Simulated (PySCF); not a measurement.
**One shape, several levels: BH3O (SMILES [H]B([H])O)**

We compute a comparison of 6 runs (B3LYP/STO-6G, PBE/STO-6G, CCSDT(Q)/STO-6G, CCSDTQ/STO-6G, CCSD(T)/STO-6G, FCI/STO-6G) of BH3O. The job is set up through a Python script.

The calculation is run with PySCF 2.14.0.

11 further runs of the same task are left out: 11 set aside as unsound or not needed.

**1. The system as given**

BH3O: 5 atoms, total charge 0, spin state singlet. As SMILES, `[H]B([H])O`. The B1–H3 distance was set to 1.773 Å, away from the relaxed value. At this shape a bond of the SMILES string is far longer than usual.

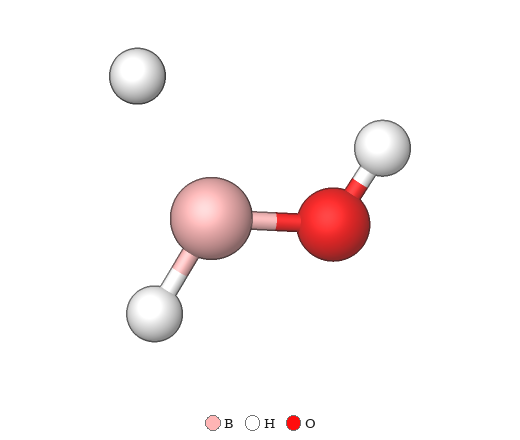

Viewed from a chosen angle; boron pink, hydrogen white, oxygen red.

**2. A single-point energy at B3LYP/STO-6G (run 1)**

The input, job.py:

```python
from pyscf import gto, dft

mol = gto.M(
    atom='''
B      1.177171    -0.325014    -0.231304
H      3.317437    -0.159550    -0.773864
H     -0.818081     2.364728    -0.152501
O      0.363852    -2.632710     0.303469
H     -1.379950    -2.833928     0.749123
''',
    basis='sto-6g',
    max_memory=1860,
    unit='bohr',
    verbose=3,
)

ks = dft.RKS(mol, xc='b3lyp')
ks.conv_tol = 1e-10
ks.grids.level = 5
ks.kernel()
if not ks.converged:
    ks = ks.newton().run(ks.mo_coeff, ks.mo_occ)

e_tot = ks.e_tot
print('E = %.10f Eh' % e_tot)
```

Command:

```bash
$ OMP_NUM_THREADS=1 python job.py
```

Standard output:

```text
converged SCF energy = -101.425653345413
E = -101.4256533454 Eh
```

It took 2.4 s on 1 thread of Arm Neoverse V2, shared host; peak memory 0.17 GiB.

**3. A single-point energy at PBE/STO-6G (run 2)**

The input, input.xyz:

```xyz
5

B      0.622932    -0.171990    -0.122401
H      1.755512    -0.084430    -0.409511
H     -0.432910     1.251360    -0.080700
O      0.192542    -1.393170     0.160589
H     -0.730238    -1.499650     0.396419
```

The input, run.py:

```python
from pyscf import gto, dft

mol = gto.Mole()
mol.atom = 'input.xyz'
mol.max_memory = 1860
mol.basis = 'sto-6g'
mol.verbose = 4
mol.build()

mf = dft.RKS(mol)
mf.xc = 'pbe'
mf.conv_tol = 1e-10
mf.grids.level = 5
mf.kernel()
if not mf.converged:
    mf = mf.newton().run(mf.mo_coeff, mf.mo_occ)

e_tot = mf.e_tot
print(f'total energy: {e_tot:.8f} hartree')
```

Command:

```bash
$ OMP_NUM_THREADS=1 python run.py
```

Standard output:

```text
PySCF version 2.14.0

[INPUT] num. atoms = 5
[INPUT] num. electrons = 16
[INPUT] charge = 0
[INPUT] spin (= nelec alpha-beta = 2S) = 0
[INPUT] symmetry False subgroup None
[INPUT] Mole.unit = angstrom
[INPUT] Symbol           X                Y                Z      unit          X                Y                Z       unit  Magmom
[INPUT]  1 B      0.622932000000  -0.171990000000  -0.122401000000 AA    1.177170874228  -0.325013996164  -0.231304367373 Bohr   0.0
[INPUT]  2 H      1.755512000000  -0.084430000000  -0.409511000000 AA    3.317436888387  -0.159549576697  -0.773863634997 Bohr   0.0
[INPUT]  3 H     -0.432910000000   1.251360000000  -0.080700000000 AA   -0.818081336585   2.364727683236  -0.152500898252 Bohr   0.0
[INPUT]  4 O      0.192542000000  -1.393170000000   0.160589000000 AA    0.363851647476  -2.632709744960   0.303469228618 Bohr   0.0
[INPUT]  5 H     -0.730238000000  -1.499650000000   0.396419000000 AA   -1.379949825750  -2.833927782704   0.749123340574 Bohr   0.0

nuclear repulsion = 29.6079496627796
number of shells = 9
number of NR pGTOs = 78
number of NR cGTOs = 13
basis = sto-6g
ecp = {}

******** <class 'pyscf.dft.rks.RKS'> ********
method = RKS
initial guess = minao
damping factor = 0
level_shift factor = 0
DIIS = <class 'pyscf.scf.diis.CDIIS'>
diis_start_cycle = 1
diis_space = 8
diis_damp = 0
SCF conv_tol = 1e-10
SCF conv_tol_grad = None
SCF max_cycles = 50
direct_scf = True
direct_scf_tol = 1e-13
XC library pyscf.dft.libxc version 7.0.0
    S. Lehtola, C. Steigemann, M. J.T. Oliveira, and M. A.L. Marques.,  SoftwareX 7, 1–5 (2018)
XC functionals = pbe
    J. P. Perdew, K. Burke, and M. Ernzerhof.,  Phys. Rev. Lett. 77, 3865 (1996)
    J. P. Perdew, K. Burke, and M. Ernzerhof.,  Phys. Rev. Lett. 78, 1396 (1997)
    J. P. Perdew, K. Burke, and M. Ernzerhof.,  Phys. Rev. Lett. 77, 3865 (1996)
    J. P. Perdew, K. Burke, and M. Ernzerhof.,  Phys. Rev. Lett. 78, 1396 (1997)
radial grids:
    Treutler-Ahlrichs [JCP 102, 346 (1995); DOI:10.1063/1.469408] (M4) radial grids

becke partition: Becke, JCP 88, 2547 (1988); DOI:10.1063/1.454033
pruning grids: <function nwchem_prune>
grids dens level: 5
symmetrized grids: False
atomic radii adjust function: <function treutler_atomic_radii_adjust>
small_rho_cutoff = 0
Set gradient conv threshold to 1e-05
Initial guess from minao.
tot grids = 156760
init E= -101.331519635204
  HOMO = -0.238691392330384  LUMO = -0.00355764925610613  gap/eV = 6.39832
cycle= 1 E= -101.217241338731  delta_E= 0.114  |g|= 0.483  |ddm|= 2.47
  HOMO = -0.0675319153063098  LUMO = 0.104599095440477  gap/eV = 4.68392
cycle= 2 E= -100.76003374116  delta_E= 0.457  |g|= 1.42  |ddm|= 1.87
  HOMO = -0.130470543797541  LUMO = 0.0777429314854336  gap/eV = 5.66578
cycle= 3 E= -101.293277470464  delta_E= -0.533  |g|= 0.0533  |ddm|= 1.36
  HOMO = -0.144334182976911  LUMO = 0.0716176374917038  gap/eV = 5.87635
cycle= 4 E= -101.294470834358  delta_E= -0.00119  |g|= 0.0307  |ddm|= 0.166
  HOMO = -0.143147824209332  LUMO = 0.0674646932304042  gap/eV = 5.73106
cycle= 5 E= -101.294881730781  delta_E= -0.000411  |g|= 0.0116  |ddm|= 0.0581
  HOMO = -0.142959746601669  LUMO = 0.0682947559757613  gap/eV = 5.74853
cycle= 6 E= -101.294931455199  delta_E= -4.97e-05  |g|= 0.0012  |ddm|= 0.0145
  HOMO = -0.143001728688049  LUMO = 0.0682392812452625  gap/eV = 5.74816
cycle= 7 E= -101.294931925718  delta_E= -4.71e-07  |g|= 0.000119  |ddm|= 0.0014
  HOMO = -0.142992025474545  LUMO = 0.0682496569605058  gap/eV = 5.74818
cycle= 8 E= -101.294931930979  delta_E= -5.26e-09  |g|= 1.29e-05  |ddm|= 0.000193
  HOMO = -0.142993843278248  LUMO = 0.068249713991964  gap/eV = 5.74823
cycle= 9 E= -101.294931931058  delta_E= -7.92e-11  |g|= 8.43e-07  |ddm|= 2.41e-05
  HOMO = -0.142993833594935  LUMO = 0.0682498467816575  gap/eV = 5.74823
Extra cycle  E= -101.294931931057  delta_E= 7.96e-13  |g|= 1.75e-06  |ddm|= 3.17e-06
converged SCF energy = -101.294931931057
total energy: -101.29493193 hartree
```

It took 2.2 s on 1 thread of Arm Neoverse V2, shared host; peak memory 0.17 GiB.

Runs 3 to 5 aren't shown in full; the table further down has their settings and results.

**4. A single-point energy at FCI/STO-6G (run 6)**

The input, run.py:

```python
from pyscf import gto, mcscf

mol = gto.M(
    atom='''
B    0.622932  -0.171990  -0.122401
H    1.755512  -0.084430  -0.409511
H   -0.432910   1.251360  -0.080700
O    0.192542  -1.393170   0.160589
H   -0.730238  -1.499650   0.396419
''',
    max_memory=1860,
    verbose=4,
    basis='sto-6g',
    charge=0,
)

myscf = mol.RHF()
myscf.conv_tol = 1e-10
myscf.kernel()
if not myscf.converged:
    myscf = myscf.newton().run(myscf.mo_coeff, myscf.mo_occ)

cas = mcscf.CASCI(myscf, myscf.mo_coeff.shape[-1] - 2, (mol.nelec[0] - 2, mol.nelec[1] - 2))  # full CI above the frozen core
cas.fix_spin_(ss=0.0)
cas.kernel()
e_final = cas.e_tot
print(f'total energy: {e_final:.8f} hartree')
```

Command:

```bash
$ OMP_NUM_THREADS=1 python run.py
```

Standard output:

```text
PySCF version 2.14.0

[INPUT] num. atoms = 5
[INPUT] num. electrons = 16
[INPUT] charge = 0
[INPUT] spin (= nelec alpha-beta = 2S) = 0
[INPUT] symmetry False subgroup None
[INPUT] Mole.unit = angstrom
[INPUT] Symbol           X                Y                Z      unit          X                Y                Z       unit  Magmom
[INPUT]  1 B      0.622932000000  -0.171990000000  -0.122401000000 AA    1.177170874228  -0.325013996164  -0.231304367373 Bohr   0.0
[INPUT]  2 H      1.755512000000  -0.084430000000  -0.409511000000 AA    3.317436888387  -0.159549576697  -0.773863634997 Bohr   0.0
[INPUT]  3 H     -0.432910000000   1.251360000000  -0.080700000000 AA   -0.818081336585   2.364727683236  -0.152500898252 Bohr   0.0
[INPUT]  4 O      0.192542000000  -1.393170000000   0.160589000000 AA    0.363851647476  -2.632709744960   0.303469228618 Bohr   0.0
[INPUT]  5 H     -0.730238000000  -1.499650000000   0.396419000000 AA   -1.379949825750  -2.833927782704   0.749123340574 Bohr   0.0

nuclear repulsion = 29.6079496627796
number of shells = 9
number of NR pGTOs = 78
number of NR cGTOs = 13
basis = sto-6g
ecp = {}

******** <class 'pyscf.scf.hf.RHF'> ********
method = RHF
initial guess = minao
damping factor = 0
level_shift factor = 0
DIIS = <class 'pyscf.scf.diis.CDIIS'>
diis_start_cycle = 1
diis_space = 8
diis_damp = 0
SCF conv_tol = 1e-10
SCF conv_tol_grad = None
SCF max_cycles = 50
direct_scf = True
direct_scf_tol = 1e-13
Set gradient conv threshold to 1e-05
[... 1 set-up line as earlier in the session ...]
init E= -100.793099769343
  HOMO = -0.226780416829093  LUMO = 0.197300557682079  gap/eV = 11.53983
cycle= 1 E= -100.77324249527  delta_E= 0.0199  |g|= 0.396  |ddm|= 2.36
  HOMO = -0.292222793910252  LUMO = 0.27289403648083  gap/eV = 15.37761
cycle= 2 E= -100.828212828168  delta_E= -0.055  |g|= 0.152  |ddm|= 0.665
  HOMO = -0.303375530153531  LUMO = 0.29944969330578  gap/eV = 16.40371
cycle= 3 E= -100.835654072131  delta_E= -0.00744  |g|= 0.0282  |ddm|= 0.192
  HOMO = -0.313442234026711  LUMO = 0.301317980182363  gap/eV = 16.72848
cycle= 4 E= -100.836133792482  delta_E= -0.00048  |g|= 0.00205  |ddm|= 0.0643
  HOMO = -0.31317134313038  LUMO = 0.299502142448328  gap/eV = 16.67169
cycle= 5 E= -100.836136494557  delta_E= -2.7e-06  |g|= 0.000397  |ddm|= 0.00436
  HOMO = -0.313253969552533  LUMO = 0.299851226933988  gap/eV = 16.68344
cycle= 6 E= -100.836136610586  delta_E= -1.16e-07  |g|= 0.000115  |ddm|= 0.000892
  HOMO = -0.313276230189803  LUMO = 0.299838934320237  gap/eV = 16.68371
cycle= 7 E= -100.836136621842  delta_E= -1.13e-08  |g|= 3.91e-05  |ddm|= 0.000288
  HOMO = -0.313271719272766  LUMO = 0.299845480871416  gap/eV = 16.68377
cycle= 8 E= -100.836136623035  delta_E= -1.19e-09  |g|= 4.87e-06  |ddm|= 0.000113
  HOMO = -0.313272136213152  LUMO = 0.299845831456708  gap/eV = 16.68379
cycle= 9 E= -100.836136623054  delta_E= -1.84e-11  |g|= 4.31e-07  |ddm|= 1.47e-05
  HOMO = -0.313272086733454  LUMO = 0.299845792081616  gap/eV = 16.68379
Extra cycle  E= -100.836136623054  delta_E= -1.99e-13  |g|= 1.48e-07  |ddm|= 7.32e-07
converged SCF energy = -100.836136623054

******** <class 'pyscf.mcscf.casci.CASCI'> ********
CAS (6e+6e, 11o), ncore = 2, nvir = 0
natorb = False
canonicalization = True
sorting_mo_energy = False
******** <class 'pyscf.fci.addons.SpinPenaltyFCISolver'> ********
max. cycles = 200
conv_tol = 1e-08
davidson only = True
linear dependence = 1e-12
level shift = 0.001
max iter space = 12
nroots = 1
pspace_size = 400
spin = None
Density matrix diagonal elements [1.99106476 1.97604893 1.97851578 1.9726312  1.95679552 1.90212188
 0.04627735 0.11001873 0.02536081 0.01968527 0.02147976]
CASCI converged
CASCI E = -100.974971009820  E(CI) = -36.7288653607324  S^2 = 0.0000000
total energy: -100.97497101 hartree
```

Wall time 3.9 s (1 thread of Arm Neoverse V2, shared host); peak memory 0.16 GiB.

**5. Overview of the runs**

```
run            level  integration grid  frozen core orbitals  energy (Eh)  dipole moment (D) of the reference  HOMO energy (eV)  LUMO energy (eV)  wall time
  1     B3LYP/STO-6G                 5                     –  -101.425653                                1.92             -5.12              2.83      2.4 s
  2       PBE/STO-6G                 5                     –  -101.294932                                2.05             -3.89              1.86      2.2 s
  3  CCSDT(Q)/STO-6G                 –                     2  -100.975050                                1.48             -8.52              8.16      1.1 s
  4    CCSDTQ/STO-6G                 –                     2  -100.975019                                1.48             -8.52              8.16       13 s
  5   CCSD(T)/STO-6G                 –                     2  -100.974497                                1.48             -8.52              8.16     0.68 s
  6       FCI/STO-6G                 –                     2  -100.974971                                1.48             -8.52              8.16      3.9 s
```

**6. Summary of results**

```
                                          quantity          value
                               run 6: total energy  -100.97497 Eh
       run 6: dipole moment (Hartree–Fock density)         1.48 D
        run 6: HOMO energy (Hartree–Fock orbitals)       -8.52 eV
        run 6: LUMO energy (Hartree–Fock orbitals)        8.16 eV
      run 6: HOMO–LUMO gap (Hartree–Fock orbitals)       16.68 eV
run 6: correlation energy (2 core orbitals frozen)     -138.8 mEh
```

What this shows: Against full CI in this basis: CCSDT(Q) -0.1 mEh; CCSDTQ -0.0 mEh; CCSD(T) +0.5 mEh. Totals of different functionals can't be ranked against each other. In runs 1, 2, 3, 4, 5, 6 the basis is minimal, so the values are rough. All runs together took 24 s, the longest 13 s.
